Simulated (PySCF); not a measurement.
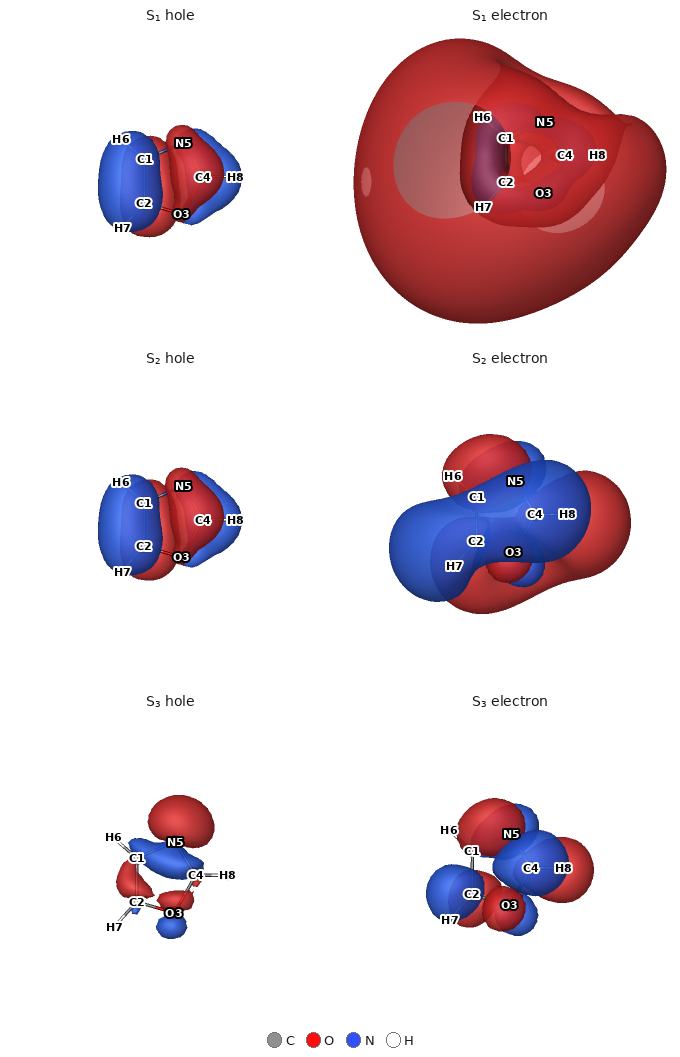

*C3H3NO, SMILES `c1cocn1`. Leading natural transition orbitals (TDA singlet states).*

Method: BHandHLYP/aug-cc-pVDZ; geometry: GFN2-xTB; program: PySCF. No frequency check shows the geometry to be a minimum.

Cartesian coordinates (Å):

```
C1       0.9410   -0.6638    0.0000
C2       0.8839    0.6940    0.0000
O3      -0.4169    1.0535    0.0000
C4      -1.0875   -0.1027    0.0000
N5      -0.3345   -1.1507    0.0000
H6       1.7880   -1.3169    0.0000
H7       1.6235    1.4670    0.0000
H8      -2.1586   -0.0882    0.0000
```

Q: Describe these excited states.

A: By state:
- S₁: 6.43 eV (193 nm), f = 0.014, π → diffuse (Rydberg-like) orbital; the leading pair carries 100 %; hole on C2 (34 %), C1 (25 %) and C4 (20 %), electron on H7 (24 %), C2 (22 %) and C1 (14 %) (atom shares of so diffuse an orbital are rough); their centroids lie 1.1 Å apart.
- S₂: 6.63 eV (187 nm), f = 0.234 (bright); the leading pair carries 96 %; hole on C2 (33 %), C1 (24 %) and C4 (20 %), electron on C4 (28 %), C2 (17 %) and O3 (14 %); their centroids lie 0.7 Å apart.
- S₃: 6.96 eV (178 nm), f = 0.002 (very weak), n → π*; the leading pair carries 96 %; hole on N5 (66 %), C1 and C4 (9 % each) and O3 (7 %), electron on C4 (34 %), N5 (21 %) and O3 (15 %); their centroids lie 1.0 Å apart; S₄ lies within 0.1 eV of it.
